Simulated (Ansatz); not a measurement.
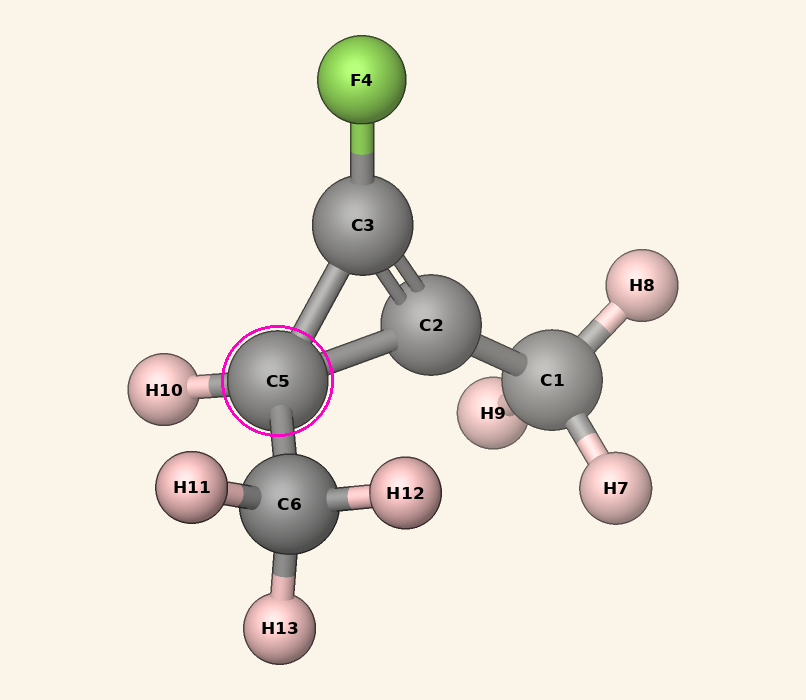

Atoms fade into the background with distance from the viewer. Circles mark the stereogenic atoms. The geometry was computed by an optimisation with PBE0-D4/def2-TZVP. No frequency run is at hand to confirm it as a minimum.

Assign CIP descriptors.

Answer. C5: R (priorities C3 > C2 > C6 > H10).

Write the isomeric SMILES.

Answer. CC1=C(F)[C@@H]1C
